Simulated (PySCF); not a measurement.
**C2H7NOSi: a changed input and its effect**

System: C2H7NOSi, SMILES CC(=O)[SiH2]N.
Method of run 1: GIAO PBE0/pcSseg-1 NMR shielding, non-relativistic, gas phase (PySCF 2.14.0).

The geometry comes from this level: PBE0-D3(BJ)/def2-SVP. Text and figures count atoms from 1; the logs count them from 0 in places.

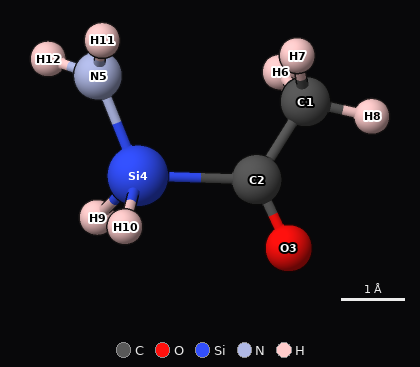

The structure (ball-and-stick view, seen at a tilt; atoms are numbered from 1 in the order of the input). Bond lengths as drawn: C–C 1.50 Å, C–H 1.10 Å, C–O 1.21 Å, C–Si 1.94 Å, H–N 1.01 Å, H–Si 1.49 to 1.50 Å and N–Si 1.73 Å.

## The input, run 1
```
{"job": {"kind": "nmr", "xc": "PBE0", "basis": "pcSseg-1"}, "charge": 0, "multiplicity": 1}
C     -1.679605     0.216845     0.670429
C     -0.792938    -0.893701     0.176840
O     -1.178654    -2.039212     0.078262
Si     1.061575    -0.571807    -0.278169
N      1.511457     1.097970    -0.225826
H     -1.258145     0.637419     1.598526
H     -1.696264     1.045165    -0.056346
H     -2.696962    -0.157427     0.852179
H      1.875240    -1.274227     0.757573
H      1.260675    -1.225343    -1.609254
H      1.313563     1.734701    -0.988065
H      2.317266     1.400047     0.307128
```

The first line tells a small driver script what to run in PySCF; the rest is the geometry in Å.

Command:
```bash
OMP_NUM_THREADS=1 python <driver script> task.json out
```

Hardware: 1 CPU thread, shared host.

## Output (run 1)
```
coarse grid: 10288 points
cycle   1  E = -499.3345683759  dE =  4.151e-01  |g| = 8.182e-01  |ddm| = 3.028e+00
cycle   2  E = -498.9075994843  dE =  4.270e-01  |g| = 1.671e+00  |ddm| = 2.051e+00
cycle   3  E = -499.4613591739  dE = -5.538e-01  |g| = 2.117e-01  |ddm| = 1.604e+00
cycle   4  E = -499.4699991977  dE = -8.640e-03  |g| = 7.479e-02  |ddm| = 2.007e-01
cycle   5  E = -499.4710893896  dE = -1.090e-03  |g| = 1.679e-02  |ddm| = 6.690e-02
cycle   6  E = -499.4711516619  dE = -6.227e-05  |g| = 5.026e-03  |ddm| = 1.672e-02
cycle   7  E = -499.4711571413  dE = -5.479e-06  |g| = 1.157e-03  |ddm| = 4.866e-03
final grid: 94152 points
cycle   8  E = -499.5070881283  dE = -2.337e-07  |g| = 1.286e-02  |ddm| = 1.806e-02
cycle   9  E = -499.5069920154  dE =  9.611e-05  |g| = 2.590e-02  |ddm| = 2.543e-02
cycle  10  E = -499.5071190586  dE = -1.270e-04  |g| = 2.058e-03  |ddm| = 1.800e-02
cycle  11  E = -499.5071199039  dE = -8.454e-07  |g| = 2.183e-04  |ddm| = 1.410e-03
cycle  12  E = -499.5071199124  dE = -8.505e-09  |g| = 1.131e-04  |ddm| = 3.287e-04
cycle  13  E = -499.5071199154  dE = -2.916e-09  |g| = 1.929e-05  |ddm| = 1.031e-04
cycle  14  E = -499.5071199154  dE = -9.402e-11  |g| = 2.649e-06  |ddm| = 2.535e-05
converged SCF energy = -499.5071199154

GIAO shielding tensors (ppm)
atom      isotropic    diamagn.    paramagn.     s11        s22        s33       span
  0 C      144.334     251.074    -106.740    109.820    138.632    184.550     74.730
  1 C      -62.006     254.645    -316.651   -171.391   -110.093     95.467    266.857
  2 O     -511.575     398.721    -910.296  -1382.461   -508.532    356.268   1738.730
  3 Si     413.085     879.803    -466.719    359.427    393.745    486.082    126.654
  4 N      257.581     318.274     -60.693    230.711    264.958    277.073     46.362
  5 H       28.516      29.762      -1.246     25.534     28.926     31.089      5.555
  6 H       28.578      30.519      -1.940     25.455     29.662     30.618      5.163
  7 H       29.147      28.604       0.543     26.689     27.224     33.528      6.839
  8 H       26.957      29.021      -2.064     23.904     25.926     31.041      7.137
  9 H       26.773      28.736      -1.962     22.838     25.910     31.572      8.734
 10 H       31.042      31.249      -0.207     24.425     26.649     42.052     17.627
 11 H       30.571      30.011       0.559     23.728     26.226     41.758     18.030
```

The input of run 2 differs as follows (lines with − go, lines with + come):
```diff
-"basis": "pcSseg-1"
+"basis": "pcSseg-2"
+"pop": false
```

How does run 2 compare with run 1?

The total energy of run 2 is 85.7 kcal/mol lower, which measures the change of basis and not a stability. The HOMO goes from −6.51 to −6.58 eV. The LUMO goes from −0.91 to −1.06 eV. The dipole moment goes from 3.89 to 3.83 D. Of all shieldings, the largest change is that of O3, by +20.1 ppm. The number of SCF iterations is the same. The basis functions go from 127 to 285.

## Output (run 2)
```
coarse grid: 10288 points
cycle   1  E = -499.4994967191  dE =  3.980e-01  |g| = 8.387e-01  |ddm| = 2.384e+00
cycle   2  E = -499.0267181464  dE =  4.728e-01  |g| = 1.741e+00  |ddm| = 2.820e+00
cycle   3  E = -499.6299485884  dE = -6.032e-01  |g| = 2.295e-01  |ddm| = 2.370e+00
cycle   4  E = -499.6398787606  dE = -9.930e-03  |g| = 8.400e-02  |ddm| = 1.897e-01
cycle   5  E = -499.6412515481  dE = -1.373e-03  |g| = 1.881e-02  |ddm| = 6.548e-02
cycle   6  E = -499.6413270889  dE = -7.554e-05  |g| = 5.659e-03  |ddm| = 1.599e-02
cycle   7  E = -499.6413339508  dE = -6.862e-06  |g| = 1.307e-03  |ddm| = 6.115e-03
final grid: 94152 points
cycle   8  E = -499.6436993438  dE = -4.725e-05  |g| = 1.185e-02  |ddm| = 3.895e-02
cycle   9  E = -499.6436198766  dE =  7.947e-05  |g| = 2.365e-02  |ddm| = 2.016e-02
cycle  10  E = -499.6437256056  dE = -1.057e-04  |g| = 2.253e-03  |ddm| = 1.508e-02
cycle  11  E = -499.6437266083  dE = -1.003e-06  |g| = 2.812e-04  |ddm| = 1.716e-03
cycle  12  E = -499.6437266199  dE = -1.153e-08  |g| = 1.614e-04  |ddm| = 3.333e-04
cycle  13  E = -499.6437266257  dE = -5.817e-09  |g| = 2.807e-05  |ddm| = 1.378e-04
cycle  14  E = -499.6437266259  dE = -1.771e-10  |g| = 3.762e-06  |ddm| = 2.929e-05
converged SCF energy = -499.6437266259

GIAO shielding tensors (ppm)
atom      isotropic    diamagn.    paramagn.     s11        s22        s33       span
  0 C      143.480     245.083    -101.604    107.104    139.392    183.942     76.838
  1 C      -71.549     251.336    -322.885   -190.273   -118.811     94.437    284.711
  2 O     -491.454     392.298    -883.752  -1338.612   -500.214    364.465   1703.077
  3 Si     403.474     877.692    -474.218    348.827    382.628    478.967    130.140
  4 N      253.095     316.341     -63.246    231.737    258.823    268.725     36.988
  5 H       28.623      29.704      -1.080     25.672     29.236     30.962      5.291
  6 H       28.631      30.502      -1.871     25.563     29.862     30.467      4.904
  7 H       29.110      28.455       0.655     27.037     27.237     33.056      6.019
  8 H       26.851      29.696      -2.845     23.978     25.827     30.748      6.770
  9 H       26.643      29.476      -2.832     23.038     25.693     31.199      8.161
 10 H       30.846      31.565      -0.719     24.823     26.278     41.436     16.613
 11 H       30.367      30.260       0.107     23.840     26.050     41.211     17.371
```

## The two runs side by side

| quantity | run 1 | run 2 |
| --- | --- | --- |
| outcome | converged | converged |
| total energy (hartree) | −499.507120 | −499.643727 |
| HOMO (eV) | −6.51 | −6.58 |
| LUMO (eV) | −0.91 | −1.06 |
| dipole moment (D) | 3.89 | 3.83 |
| shielding of C1 (ppm) | 144.3 | 143.5 |
| shielding of C2 (ppm) | −62.0 | −71.5 |
| shielding of O3 (ppm) | −511.6 | −491.5 |
| shielding of Si4 (ppm) | 413.1 | 403.5 |
| shielding of N5 (ppm) | 257.6 | 253.1 |
| shielding of H11 (ppm) | 31.0 | 30.8 |
| shielding of H12 (ppm) | 30.6 | 30.4 |
| SCF iterations | 14 | 14 |
| basis functions | 127 | 285 |
| wall time (shared host) | 11 s | 37 s |
